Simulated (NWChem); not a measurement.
# C2H3Te (SMILES C=C[Te]) at 3 levels

Wanted: a comparison of 3 runs (UHF/STO-3G, UHF/3-21G, UM06-2X/def2-TZVP) of C2H3Te. 

The calculation is run with NWChem 7.3.0.

## Step 1: The system as given

C2H3Te: 6 atoms, total charge 0, spin state doublet. SMILES: `C=C[Te]`. The coordinates come from a PBE0-D4/def2-TZVP relaxation.

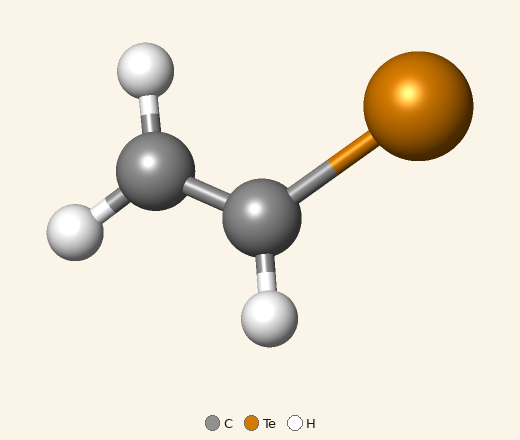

Viewed from a chosen angle; carbon grey, tellurium orange, hydrogen white.

## Step 2: Energy and forces at UHF/STO-3G (run 1)

calc.nw

```
start calc
title "C2H3Te"
memory total 2200 mb
geometry noautosym nocenter noautoz
 C       -0.421200       0.153700      -0.624900
 C        0.285200       0.088300       0.506200
 Te       1.239900      -1.640400       1.133500
 H       -0.532000      -0.704000      -1.279000
 H       -0.910300       1.076900      -0.925600
 H        0.380700       0.961500       1.143500
end
basis spherical bse
 C library STO-3G
 Te library STO-3G
 H library STO-3G
end
scf
 nopen 1
 uhf
 thresh 1e-08
 maxiter 80
end
task scf gradient
```

The run is started by

```bash
nwchem calc.nw > calc.out
```

The log of the run:

```text
[...]
  functions       =    40
[...]
  wavefunction    = UHF
[...]
         Total SCF energy =  -6623.638644001786
      One electron energy =  -9511.251114461847
      Two electron energy =   2699.236730309722
 Nuclear repulsion energy =    188.375740150340
                       Sz =      0.5000
                 Sz(Sz+1) =      0.7500
                      S^2 =      1.0654
[...]
                         UHF ENERGY GRADIENTS
    atom               coordinates                        gradient
                 x          y          z           x          y          z
   1 C      -0.795953   0.290451  -1.180890    0.020154  -0.008926   0.028367
   2 C       0.538950   0.166863   0.956579   -0.024040   0.010898  -0.033702
   3 Te      2.343071  -3.099907   2.142004   -0.000352  -0.001352  -0.001328
   4 H      -1.005334  -1.330367  -2.416960    0.001549  -0.003396   0.000698
   5 H      -1.720218   2.035046  -1.749130   -0.000026   0.003880   0.002098
   6 H       0.719419   1.816972   2.160902    0.002715  -0.001105   0.003868
[...]
```

It took 13 s on 1 thread of Intel Xeon 6975P-C (Granite Rapids), shared host; peak memory 0.099 GiB.

## Step 3: Energy and forces at UHF/3-21G (run 2)

mymol.xyz

```xyz
6
C2H3Te hf
C     -0.421200     0.153700    -0.624900
C      0.285200     0.088300     0.506200
Te     1.239900    -1.640400     1.133500
H     -0.532000    -0.704000    -1.279000
H     -0.910300     1.076900    -0.925600
H      0.380700     0.961500     1.143500
```

mymol.nw

```
start mymol
title "C2H3Te hf"
memory total 2200 mb
charge 0

geometry noautosym nocenter noautoz
 load mymol.xyz
end

basis spherical bse
 * library 3-21G
end

scf
 nopen 1
 uhf
 thresh 1e-08
 maxiter 80
end

task scf gradient
```

The run is started by

```bash
nwchem mymol.nw > mymol.out
```

The log of the run:

```text
[...]
  functions       =    55
[...]
  wavefunction    = UHF
[...]
         Total SCF energy =  -6659.729622266857
      One electron energy =  -9544.422090886383
      Two electron energy =   2696.316728469185
 Nuclear repulsion energy =    188.375740150340
                       Sz =      0.5000
                 Sz(Sz+1) =      0.7500
                      S^2 =      0.9332
[...]
                         UHF ENERGY GRADIENTS
    atom               coordinates                        gradient
                 x          y          z           x          y          z
   1 C      -0.795953   0.290451  -1.180890    0.011017  -0.005188   0.015319
   2 C       0.538950   0.166863   0.956579   -0.000526  -0.015144  -0.009160
   3 Te      2.343071  -3.099907   2.142004   -0.008687   0.013701  -0.006826
   4 H      -1.005334  -1.330367  -2.416960   -0.000235  -0.007669  -0.004594
   5 H      -1.720218   2.035046  -1.749130   -0.003406   0.007915  -0.001267
   6 H       0.719419   1.816972   2.160902    0.001836   0.006384   0.006528
[...]
```

Wall time 12 s (1 thread of Intel Xeon 6975P-C (Granite Rapids), shared host); peak memory 0.099 GiB.

## Step 4: Energy and gradient at UM06-2X/def2-TZVP (core potential) (run 3)

input.nw

```
start input
title "C2H3Te gradient"
memory stack 880 mb heap 220 mb global 1100 mb

geometry units angstroms noautosym nocenter noautoz
 C     -0.421200     0.153700    -0.624900
 C      0.285200     0.088300     0.506200
 Te     1.239900    -1.640400     1.133500
 H     -0.532000    -0.704000    -1.279000
 H     -0.910300     1.076900    -0.925600
 H      0.380700     0.961500     1.143500
end

basis spherical bse
 * library def2-TZVP
end

ecp bse
 Te library def2-TZVP
end

dft
 xc m06-2x
 mult 2
 grid fine
 convergence energy 1e-08
 maxiter 100
 mulliken
 print medium
end

task dft gradient
```

The run is started by

```bash
nwchem input.nw > input.out
```

The log of the run:

```text
[...]
          Wavefunction type:  spin polarized.
          No. of atoms     :     6
          No. of electrons :    39
[...]
          Charge           :     0
          Spin multiplicity:     2
[...]
          AO basis - number of functions:   130
[...]
              XC Information
              --------------
                       M06-2X Method XC Functional
                     Hartree-Fock (Exact) Exchange  0.540
                        M06-2X Exchange Functional  1.000
                      M06-2X Correlation Potential  1.000
[...]
 d= 0,ls=0.0,diis     1   -345.8713122011 -4.48D+02  1.72D-03  5.17D-02     5.9
[...]
 d= 0,ls=0.0,diis    13   -345.9045951111 -3.81D-09  3.07D-07  3.98D-10    70.8
[...]
         Total DFT energy =     -345.904595111114
      One electron energy =     -774.198801034215
           Coulomb energy =      358.745340983142
    Exchange-Corr. energy =      -32.594481551518
 Nuclear repulsion energy =      102.143346491476
[...]
      Total Density - Mulliken Population Analysis
     ---------------------------------------------
    Atom       Charge   Shell Charges
 -----------   ------   -------------------------------------------------------
    1 C    6     6.23   0.86  1.12  0.53  0.69  0.10  1.28  1.19  0.43  0.02  0.03  0.00
    2 C    6     6.25   0.86  1.12  0.52  0.69  0.11  1.25  1.26  0.38  0.01  0.04  0.00
    3 Te  24    23.97   0.29 -0.85  1.58  0.99  1.12  0.80 -0.51  6.45  1.11  2.16  0.75  9.05  0.94  0.07  0.00  0.02
    4 H    1     0.85   0.28  0.46  0.09  0.02
    5 H    1     0.86   0.27  0.47  0.10  0.02
    6 H    1     0.84   0.27  0.47  0.08  0.02
[...]
      <S2> =      0.7634 (Exact =     0.7500)
[...]
  wavefunction    = open shell
                         DFT ENERGY GRADIENTS
    atom               coordinates                        gradient
                 x          y          z           x          y          z
   1 C      -0.795953   0.290451  -1.180890   -0.002326  -0.000308  -0.004038
   2 C       0.538950   0.166863   0.956579    0.005276  -0.005682   0.005616
   3 Te      2.343071  -3.099907   2.142004   -0.002558   0.004680  -0.001657
   4 H      -1.005334  -1.330367  -2.416960   -0.000148  -0.000631  -0.000586
   5 H      -1.720218   2.035046  -1.749130   -0.000600   0.001010  -0.000427
   6 H       0.719419   1.816972   2.160902    0.000356   0.000932   0.001091
[...]
```

It took 90 s on 1 thread of Intel Xeon 6975P-C (Granite Rapids), shared host; peak memory 0.14 GiB.

## Step 5: The series

```
run                               level  iteration cap  module   energy (Eh)  dipole moment (D)  HOMO energy (eV)  LUMO energy (eV)  wall time
  1                          UHF/STO-3G             80     scf  -6623.638644               1.37             -5.68              3.08       13 s
  2                           UHF/3-21G             80     scf  -6659.729622               1.49             -7.91              0.05       12 s
  3  UM06-2X/def2-TZVP (core potential)            100     dft   -345.904595               1.27             -6.99             -2.70       90 s
```

## Step 6: Summary of results

```
                                 quantity          value
                      run 3: total energy  -345.90460 Eh
                     run 3: dipole moment         1.27 D
run 3: HOMO energy (highest over α and β)       -6.99 eV
 run 3: LUMO energy (lowest over α and β)       -2.70 eV
                              run 3: ⟨S²⟩          0.763
          run 3: largest force on an atom     0.492 eV/Å
```

**Reading.** The dipole moment (its size) runs from 1.27 D (UM06-2X/def2-TZVP) to 1.49 D (UHF/3-21G). The two ends differ in method and basis and core potential. Some runs of one species differ in core potentials or relativity; totals across that change don't compare. In run 1 the basis is minimal, so the values are rough. In runs 1, 2 relativity is left out where basis or elements ask for it. Spin contamination of the reference: run 1 ⟨S²⟩ = 1.07, run 2 ⟨S²⟩ = 0.93. All runs together took 1.9 min, the longest 90 s.
